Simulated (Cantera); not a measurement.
Charge: 1 mol Fe(CO)5, 0.011 mol O2, 80 mol H2, at 5.10 mbar.

These are equilibrium values from Cantera (NASA tables, ideal gas, pure condensed phases), not measurements of a reactor. Candidate condensed phases: C, C6H6, C7H8, C8H18, Fe, Fe(CO)5, FeO, Fe(OH)2, Fe(OH)3, Fe2O3, Fe3O4, H2O; 114 gas species. Rates play no part.

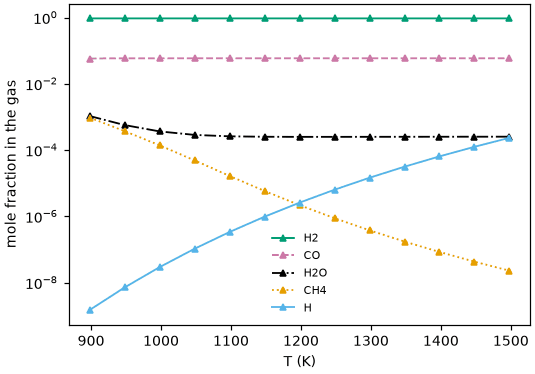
Equilibrium gas composition (values under 1e-9 drawn at 1e-9)

Problem. Read off the mole fractions at 1448 K.

Solution. H2 about 0.94, CO about 0.059, H2O about 0.00025, H about 0.00013, CH4 about 4.3e-8.
